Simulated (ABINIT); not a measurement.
# Converging GW for AlN (F-43m) in ABINIT, part 2 of 2

Wanted: a converged G0W0 gap of AlN (F-43m), or an estimate of the limit.

ABINIT 10.8.3; PBE and many-body steps on it, plane waves. Known limits of the many-body steps: not at the basis limit.

So far. Step 3 (Screening, 6×6×6 mesh, 108 bands, screening to 203.5 eV): Local fields lower ε∞ by 9 %. Step 4 (108 bands, 203.5 eV): The gap on the mesh goes from 3.32 eV to 4.52 eV, a correction of +1.19 eV.

### 6. 163 bands, 269.4 eV

This step: G0W0 on PBE, plane waves, norm-conserving pseudopotentials.

Contents of run.abi:

```
acell 3*1.0 Angstrom
rprim 
  -0.000000000000 2.183993559600 2.183993559600
  2.183993559600 -0.000000000000 2.183993559600
  2.183993559600 2.183993559600 -0.000000000000
ntypat 2
znucl 13 7
natom 2
typat 1 2
xred 
  0.000000000000 0.000000000000 0.000000000000
  0.750000000000 0.750000000000 0.750000000000
pp_dirpath "pseudos"
pseudos "Al.upf, N.upf"
ecut 36
ngkpt 6 6 6
nshiftk 1
shiftk 0 0 0
kptopt 1
chksymbreak 0
istwfk *1
occopt 1
irdwfk 1
optdriver 4
nband 163
gwcalctyp 0
ecutsigx 36
symsigma 1
nkptgw 3
kptgw 
  0.0000000000 0.0000000000 0.0000000000
  0.5000000000 0.5000000000 0.0000000000
  0.5000000000 0.0000000000 0.0000000000
bdgw 
  2 8
  3 6
  3 6
ecuteps 9.9
irdscr 1
ppmodel 1
indata_prefix "in"
outdata_prefix "out"
tmpdata_prefix "tmp"
```

Run with:

```sh
$ OMP_NUM_THREADS=1 mpirun -n 8 abinit run.abi > log
```

What it wrote:

```text
.Version 10.8.3 of ABINIT. v10.8.2 released Aug 2026.

 Symmetries : space group F-4 3 m (#216); Bravais cF (face-center cubic)
[... echo of the input left out ...]
== DATASET  1 ==================================================================
-   mpi_nproc: 8, omp_nthreads: 1 (-1 if OMP is not activated)

--- !DatasetInfo
iteration_state: {dtset: 1, }
dimensions: {natom: 2, nkpt: 16, mband: 163, nsppol: 1, nspinor: 1, nspden: 1, mpw: 1464, }
cutoff_energies: {ecut:  36.0, pawecutdg:  -1.0, }
electrons: {nelect:   8.00000000E+00, charge:   0.00000000E+00, occopt:   1.00000000E+00, tsmear:   1.00000000E-02, }

 SIGMA: Calculation of the GW corrections

 Based on a program developped by R.W. Godby, V. Olevano, G. Onida, and L. Reining.
 Incorporated in ABINIT by V. Olevano, G.-M. Rignanese, and M. Torrent.
.Using double precision arithmetic ; gwpc =  8

[... cell and pseudopotentials left out ...]
--------------------------------------------------------------------------------

 ==== K-mesh for the wavefunctions ====
 Number of points in the irreducible wedge :    16
[... list of points left out ...]
 Together with 24 symmetry operations and time-reversal symmetry
 yields   216 points in the full Brillouin Zone.

 ==== Q-mesh for screening function ====
 Number of points in the irreducible wedge :    16
[... list of points left out ...]
 Together with 24 symmetry operations and time-reversal symmetry
 yields   216 points in the full Brillouin Zone.

 vcoul_init : cutoff-mode = AUXILIARY_FUNCTION
 q-points for optical limit:   1
     1)      0.000010    0.000020    0.000030
 setmesh: FFT mesh size selected  =    32x   32x   32
          total number of points  =        32768

 Number of electrons calculated from density =    8.0000; Expected =    8.0000
[...]
number of plane-waves for wavefunctions          1459
 number of bands                                   163
 number of q-points in IBZ                          16
 number of frequencies                               2
 number of real frequencies                          1
 number of imag frequencies                          1

 matrix elements of self-energy operator (all in [eV])

 Perturbative Calculation

--- !SelfEnergy_ee
iteration_state: {dtset: 1, }
kpoint     : [   0.000,    0.000,    0.000, ]
spin       : 1
KS_gap     :    4.192
QP_gap     :    5.618
Delta_QP_KS:    1.426
data: !SigmaeeData |
     Band     E0 <VxcDFT>   SigX SigC(E0)      Z dSigC/dE  Sig(E)    E-E0       E
        2   5.159 -16.959 -20.996   2.846   0.785  -0.274 -17.893  -0.934   4.225
        3   5.159 -16.959 -20.996   2.846   0.785  -0.274 -17.893  -0.934   4.225
        4   5.159 -16.959 -20.996   2.846   0.785  -0.274 -17.893  -0.934   4.225
[...]
--- !SelfEnergy_ee
iteration_state: {dtset: 1, }
kpoint     : [   0.500,    0.500,    0.000, ]
spin       : 1
KS_gap     :    5.100
QP_gap     :    6.632
Delta_QP_KS:    1.531
data: !SigmaeeData |
     Band     E0 <VxcDFT>   SigX SigC(E0)      Z dSigC/dE  Sig(E)    E-E0       E
[...]
--- !SelfEnergy_ee
iteration_state: {dtset: 1, }
kpoint     : [   0.500,    0.000,    0.000, ]
spin       : 1
KS_gap     :    7.872
QP_gap     :    9.448
Delta_QP_KS:    1.575
data: !SigmaeeData |
     Band     E0 <VxcDFT>   SigX SigC(E0)      Z dSigC/dE  Sig(E)    E-E0       E
[...]
5  12.551 -11.009  -5.874  -4.455   0.824  -0.214 -10.449   0.560  13.110
        6  15.004 -13.282  -6.773  -5.294   0.785  -0.274 -12.328   0.954  15.958

== END DATASET(S) ==============================================================
================================================================================

 -outvars: echo values of variables after computation  --------
           etotal      0.0000000000E+00
            nband         163
             nkpt          16
          spgroup         216
 [... the other variables as echoed above ...]

 Calculation completed.
```

It took 12 s on 8 MPI ranks of Arm Neoverse V2, shared host; peak memory 1.5 GiB.

This step gave:

| Property | Result |
| --- | --- |
| G0W0 gap on the points computed | 4.581 eV |
| starting gap on the mesh | 3.325 eV |
| k of the valence top | 0, 0, 0 |
| k of the conduction bottom | 0.5, 0.5, 0 |
| Z at the valence top | 0.785 |
| Z at the conduction bottom | 0.835 |
| least direct G0W0 gap on the computed points | 5.617 eV |

Against G0W0 in ABINIT (6×6×6 mesh, 108 bands, screening to 203.5 eV, Godby-Needs plasmon pole), the gap moves by +0.062 eV.

### 7. Screening, 6×6×6 mesh, 249 bands, screening to 359.2 eV

This step: RPA screening on PBE, plane waves, norm-conserving pseudopotentials.

Edit run.abi of step 6 so:

```diff
@@ -23,19 +23,8 @@
 irdwfk 1
-optdriver 4
-nband 163
-gwcalctyp 0
-ecutsigx 36
-symsigma 1
-nkptgw 3
-kptgw 
-  0.0000000000 0.0000000000 0.0000000000
-  0.5000000000 0.5000000000 0.0000000000
-  0.5000000000 0.0000000000 0.0000000000
-bdgw 
-  2 8
-  3 6
-  3 6
-ecuteps 9.9
-irdscr 1
-ppmodel 1
+optdriver 3
+nband 249
+ecuteps 13.2
+inclvkb 2
+awtr 1
+symchi 1
 indata_prefix "in"
```

What it wrote:

```text
.Version 10.8.3 of ABINIT. v10.8.2 released Aug 2026.

 Symmetries : space group F-4 3 m (#216); Bravais cF (face-center cubic)
[... echo of the input left out ...]
== DATASET  1 ==================================================================
-   mpi_nproc: 8, omp_nthreads: 1 (-1 if OMP is not activated)

--- !DatasetInfo
iteration_state: {dtset: 1, }
dimensions: {natom: 2, nkpt: 16, mband: 249, nsppol: 1, nspinor: 1, nspden: 1, mpw: 1464, }
cutoff_energies: {ecut:  36.0, pawecutdg:  -1.0, }
[...]
--------------------------------------------------------------------------------
[... chi0 elements left out ...]
 For q-point:  0.000010 0.000020 0.000030
  dielectric constant =   4.3475
  dielectric constant without local fields =   4.7915

  Average fulfillment of the sum rule on Im[epsilon] for q-point    1 :     97.19  [%]
[... wings left out ...]
  q-point number  2        q = ( 0.166667, 0.000000, 0.000000) [r.l.u.]
--------------------------------------------------------------------------------
[... chi0 elements left out ...]
  Average fulfillment of the sum rule on Im[epsilon] for q-point    2 :     99.26  [%]

 [... 14 further q-points ...]
```

It took 69 s on 8 MPI ranks; peak memory 2.2 GiB; 9.1 min of CPU time.

Numbers from this step:

```
ε∞ with local fields, on this mesh, along the program's q direction : 4.348
the same without local fields                                       : 4.792
plasma frequency                                                    : 23.01 eV
plane waves in the screening matrix                                 : 331
```

### 8. 249 bands, 359.2 eV

This step: G0W0 on PBE, plane waves, norm-conserving pseudopotentials.

Edit run.abi of step 7 so:

```diff
@@ -23,8 +23,19 @@
 irdwfk 1
-optdriver 3
+optdriver 4
 nband 249
+gwcalctyp 0
+ecutsigx 36
+symsigma 1
+nkptgw 3
+kptgw 
+  0.0000000000 0.0000000000 0.0000000000
+  0.5000000000 0.5000000000 0.0000000000
+  0.5000000000 0.0000000000 0.0000000000
+bdgw 
+  2 8
+  3 6
+  3 6
 ecuteps 13.2
-inclvkb 2
-awtr 1
-symchi 1
+irdscr 1
+ppmodel 1
 indata_prefix "in"
```

What it wrote:

```text
.Version 10.8.3 of ABINIT. v10.8.2 released Aug 2026.

 Symmetries : space group F-4 3 m (#216); Bravais cF (face-center cubic)
[... echo of the input left out ...]
== DATASET  1 ==================================================================
-   mpi_nproc: 8, omp_nthreads: 1 (-1 if OMP is not activated)

--- !DatasetInfo
iteration_state: {dtset: 1, }
dimensions: {natom: 2, nkpt: 16, mband: 249, nsppol: 1, nspinor: 1, nspden: 1, mpw: 1464, }
cutoff_energies: {ecut:  36.0, pawecutdg:  -1.0, }
[...]
Band     E0 <VxcDFT>   SigX SigC(E0)      Z dSigC/dE  Sig(E)    E-E0       E
[...]
5  12.551 -11.009  -5.874  -4.499   0.823  -0.214 -10.486   0.523  13.074
        6  15.004 -13.282  -6.773  -5.367   0.784  -0.276 -12.386   0.896  15.900

== END DATASET(S) ==============================================================
================================================================================

 -outvars: echo values of variables after computation  --------
           etotal      0.0000000000E+00
            nband         249
             nkpt          16
          spgroup         216
 [... the other variables as echoed above ...]

 Calculation completed.
```

Elapsed: 50 s, on 8 MPI ranks; peak memory 2.5 GiB.

This step gave:

| Property | Result |
| --- | --- |
| G0W0 gap on the points computed | 4.640 eV |
| starting gap on the mesh | 3.325 eV |
| k of the valence top | 0, 0, 0 |
| k of the conduction bottom | 0.5, 0.5, 0 |
| least direct G0W0 gap on the computed points | 5.634 eV |

Against G0W0 in ABINIT (6×6×6 mesh, 163 bands, screening to 269.4 eV, Godby-Needs plasmon pole), the gap moves by +0.059 eV.

### 9. Screening, 6×6×6 mesh, 368 bands, screening to 466.9 eV

This step: RPA screening on PBE, plane waves, norm-conserving pseudopotentials.

Edit run.abi of step 8 so:

```diff
@@ -23,19 +23,8 @@
 irdwfk 1
-optdriver 4
-nband 249
-gwcalctyp 0
-ecutsigx 36
-symsigma 1
-nkptgw 3
-kptgw 
-  0.0000000000 0.0000000000 0.0000000000
-  0.5000000000 0.5000000000 0.0000000000
-  0.5000000000 0.0000000000 0.0000000000
-bdgw 
-  2 8
-  3 6
-  3 6
-ecuteps 13.2
-irdscr 1
-ppmodel 1
+optdriver 3
+nband 368
+ecuteps 17.16
+inclvkb 2
+awtr 1
+symchi 1
 indata_prefix "in"
```

What it wrote:

```text
.Version 10.8.3 of ABINIT. v10.8.2 released Aug 2026.

 Symmetries : space group F-4 3 m (#216); Bravais cF (face-center cubic)
[... echo of the input left out ...]
== DATASET  1 ==================================================================
-   mpi_nproc: 8, omp_nthreads: 1 (-1 if OMP is not activated)

--- !DatasetInfo
iteration_state: {dtset: 1, }
dimensions: {natom: 2, nkpt: 16, mband: 368, nsppol: 1, nspinor: 1, nspden: 1, mpw: 1464, }
cutoff_energies: {ecut:  36.0, pawecutdg:  -1.0, }
[...]
--------------------------------------------------------------------------------
[... chi0 elements left out ...]
 For q-point:  0.000010 0.000020 0.000030
  dielectric constant =   4.3474
  dielectric constant without local fields =   4.7916

  Average fulfillment of the sum rule on Im[epsilon] for q-point    1 :     98.68  [%]
[... wings left out ...]
  q-point number  2        q = ( 0.166667, 0.000000, 0.000000) [r.l.u.]
--------------------------------------------------------------------------------
[... chi0 elements left out ...]
  Average fulfillment of the sum rule on Im[epsilon] for q-point    2 :     99.94  [%]

 [... 14 further q-points ...]
```

It took 4.2 min on 8 MPI ranks; peak memory 3.6 GiB.

Numbers from this step:

* ε∞ with local fields, on this mesh, along the program's q direction: 4.347
* the same without local fields: 4.792
* plasma frequency: 23.01 eV
* plane waves in the screening matrix: 531

### 10. 368 bands, 466.9 eV

This step: G0W0 on PBE, plane waves, norm-conserving pseudopotentials.

Edit run.abi of step 9 so:

```diff
@@ -23,8 +23,19 @@
 irdwfk 1
-optdriver 3
+optdriver 4
 nband 368
+gwcalctyp 0
+ecutsigx 36
+symsigma 1
+nkptgw 3
+kptgw 
+  0.0000000000 0.0000000000 0.0000000000
+  0.5000000000 0.5000000000 0.0000000000
+  0.5000000000 0.0000000000 0.0000000000
+bdgw 
+  2 8
+  3 6
+  3 6
 ecuteps 17.16
-inclvkb 2
-awtr 1
-symchi 1
+irdscr 1
+ppmodel 1
 indata_prefix "in"
```

What it wrote:

```text
.Version 10.8.3 of ABINIT. v10.8.2 released Aug 2026.

 Symmetries : space group F-4 3 m (#216); Bravais cF (face-center cubic)
[... echo of the input left out ...]
== DATASET  1 ==================================================================
-   mpi_nproc: 8, omp_nthreads: 1 (-1 if OMP is not activated)

--- !DatasetInfo
iteration_state: {dtset: 1, }
dimensions: {natom: 2, nkpt: 16, mband: 368, nsppol: 1, nspinor: 1, nspden: 1, mpw: 1464, }
cutoff_energies: {ecut:  36.0, pawecutdg:  -1.0, }
[...]
Band     E0 <VxcDFT>   SigX SigC(E0)      Z dSigC/dE  Sig(E)    E-E0       E
[...]
5  12.551 -11.009  -5.874  -4.521   0.823  -0.214 -10.504   0.505  13.056
        6  15.004 -13.282  -6.773  -5.408   0.784  -0.276 -12.419   0.863  15.867

== END DATASET(S) ==============================================================
================================================================================

 -outvars: echo values of variables after computation  --------
           etotal      0.0000000000E+00
            nband         368
             nkpt          16
          spgroup         216
 [... the other variables as echoed above ...]

 Calculation completed.
```

Elapsed: 3 min, on 8 MPI ranks; peak memory 4.8 GiB.

Numbers from this step:

```yaml
g0w0_gap_on_the_points_computed: 4.671 eV
starting_gap_on_the_mesh: 3.325 eV
k_of_the_valence_top: 0, 0, 0
k_of_the_conduction_bottom: 0.5, 0.5, 0
least_direct_g0w0_gap_on_the_computed_points: 5.645 eV
```

Against G0W0 in ABINIT (6×6×6 mesh, 249 bands, screening to 359.2 eV, Godby-Needs plasmon pole), the gap moves by +0.031 eV.

### 11. Screening, 6×6×6 mesh, 532 bands, screening to 598.7 eV

This step: RPA screening on PBE, plane waves, norm-conserving pseudopotentials.

Edit run.abi of step 10 so:

```diff
@@ -23,19 +23,8 @@
 irdwfk 1
-optdriver 4
-nband 368
-gwcalctyp 0
-ecutsigx 36
-symsigma 1
-nkptgw 3
-kptgw 
-  0.0000000000 0.0000000000 0.0000000000
-  0.5000000000 0.5000000000 0.0000000000
-  0.5000000000 0.0000000000 0.0000000000
-bdgw 
-  2 8
-  3 6
-  3 6
-ecuteps 17.16
-irdscr 1
-ppmodel 1
+optdriver 3
+nband 532
+ecuteps 22
+inclvkb 2
+awtr 1
+symchi 1
 indata_prefix "in"
```

What it wrote:

```text
.Version 10.8.3 of ABINIT. v10.8.2 released Aug 2026.

 Symmetries : space group F-4 3 m (#216); Bravais cF (face-center cubic)
[... echo of the input left out ...]
== DATASET  1 ==================================================================
-   mpi_nproc: 8, omp_nthreads: 1 (-1 if OMP is not activated)

--- !DatasetInfo
iteration_state: {dtset: 1, }
dimensions: {natom: 2, nkpt: 16, mband: 532, nsppol: 1, nspinor: 1, nspden: 1, mpw: 1464, }
cutoff_energies: {ecut:  36.0, pawecutdg:  -1.0, }
[...]
--------------------------------------------------------------------------------
[... chi0 elements left out ...]
 For q-point:  0.000010 0.000020 0.000030
  dielectric constant =   4.3475
  dielectric constant without local fields =   4.7916

  Average fulfillment of the sum rule on Im[epsilon] for q-point    1 :     99.63  [%]
[... wings left out ...]
  q-point number  2        q = ( 0.166667, 0.000000, 0.000000) [r.l.u.]
--------------------------------------------------------------------------------
[... chi0 elements left out ...]
  Average fulfillment of the sum rule on Im[epsilon] for q-point    2 :    100.39  [%]

 [... 14 further q-points ...]
```

Elapsed: 8.1 min, on 8 MPI ranks; peak memory 5.5 GiB.

This step gave:

| Property | Result |
| --- | --- |
| ε∞ with local fields, on this mesh, along the program's q direction | 4.348 |
| the same without local fields | 4.792 |
| plasma frequency | 23.01 eV |
| plane waves in the screening matrix | 701 |

### 12. 532 bands, 598.7 eV

This step: G0W0 on PBE, plane waves, norm-conserving pseudopotentials.

Edit run.abi of step 11 so:

```diff
@@ -23,8 +23,19 @@
 irdwfk 1
-optdriver 3
+optdriver 4
 nband 532
+gwcalctyp 0
+ecutsigx 36
+symsigma 1
+nkptgw 3
+kptgw 
+  0.0000000000 0.0000000000 0.0000000000
+  0.5000000000 0.5000000000 0.0000000000
+  0.5000000000 0.0000000000 0.0000000000
+bdgw 
+  2 8
+  3 6
+  3 6
 ecuteps 22
-inclvkb 2
-awtr 1
-symchi 1
+irdscr 1
+ppmodel 1
 indata_prefix "in"
```

What it wrote:

```text
.Version 10.8.3 of ABINIT. v10.8.2 released Aug 2026.

 Symmetries : space group F-4 3 m (#216); Bravais cF (face-center cubic)
[... echo of the input left out ...]
== DATASET  1 ==================================================================
-   mpi_nproc: 8, omp_nthreads: 1 (-1 if OMP is not activated)

--- !DatasetInfo
iteration_state: {dtset: 1, }
dimensions: {natom: 2, nkpt: 16, mband: 532, nsppol: 1, nspinor: 1, nspden: 1, mpw: 1464, }
cutoff_energies: {ecut:  36.0, pawecutdg:  -1.0, }
[...]
Band     E0 <VxcDFT>   SigX SigC(E0)      Z dSigC/dE  Sig(E)    E-E0       E
[...]
5  12.551 -11.009  -5.874  -4.532   0.823  -0.214 -10.513   0.496  13.047
        6  15.004 -13.282  -6.773  -5.430   0.783  -0.276 -12.437   0.846  15.850

== END DATASET(S) ==============================================================
================================================================================

 -outvars: echo values of variables after computation  --------
           etotal      0.0000000000E+00
            nband         532
             nkpt          16
          spgroup         216
 [... the other variables as echoed above ...]

 Calculation completed.
```

The job ended after 7.5 min (8 MPI ranks; peak memory 7.3 GiB).

Numbers from this step:

| Item | Value |
| --- | --- |
| G0W0 gap on the points computed | 4.689 eV |
| starting gap on the mesh | 3.325 eV |
| k of the valence top | 0, 0, 0 |
| k of the conduction bottom | 0.5, 0.5, 0 |
| least direct G0W0 gap on the computed points | 5.654 eV |

Against G0W0 in ABINIT (6×6×6 mesh, 368 bands, screening to 466.9 eV, Godby-Needs plasmon pole), the gap moves by +0.018 eV.

### 13. Side by side

Times are wall times on 8 MPI ranks of Arm Neoverse V2, shared host, good to a factor of about two. A run's time includes the screening step that it read.

```tsv
run	mesh	bands	screening cutoff (eV)	DFT gap (eV)	gap on the mesh (eV)	direct (eV)	ε∞ used	time
108 bands, 203.5 eV	6×6×6	108	203.5	3.325	4.519	5.592	4.35	25 s
163 bands, 269.4 eV	6×6×6	163	269.4	3.325	4.581	5.617	4.35	45 s
249 bands, 359.2 eV	6×6×6	249	359.2	3.325	4.640	5.634	4.35	2 min
368 bands, 466.9 eV	6×6×6	368	466.9	3.325	4.671	5.645	4.35	7.2 min
532 bands, 598.7 eV	6×6×6	532	598.7	3.325	4.689	5.654	4.35	16 min
```

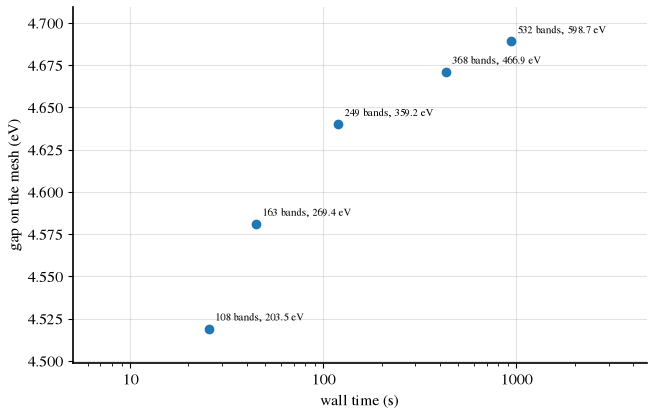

Result against wall time.

### 14. Summary of results

```
108 bands, 203.5 eV : 4.519 eV
163 bands, 269.4 eV : 4.581 eV
249 bands, 359.2 eV : 4.640 eV
368 bands, 466.9 eV : 4.671 eV
532 bands, 598.7 eV : 4.689 eV
known limits        : not at the basis limit
```

In words: From the first rung to the last the gap moves by +0.17 eV for 37 times the time. In the G0W0 runs levels were corrected at 3 k points alone, so a gap called «on the mesh» is the least over those, and an edge elsewhere would be missed.

[Paths, hosts, dates, memory and timing lines, banners, echoed tables and standing remarks are left out of the program output.]

[Logs are printed without paths, hosts, clocks, repeated set-up lines and the standing remarks that a program may print on its own settings, such as how far it seeks lower states.]

[Runs of the session that timed out or met a known fault of the program may be left out.]

[Hosts, paths, dates, database ids (printed as entryN), source tags and the programs' standing remarks are cut or masked in the printed files.]

[G0W0 gaps are taken among the corrected bands and points alone; a level outside them can change the order at an edge.]

[Where Ansatz stands beside ABINIT at settings called matched, ABINIT's density can come from a denser mesh and the files from another edition; pairs whose starting gaps differed by over 0.03 eV were left out, so agreement reads better than it is.]
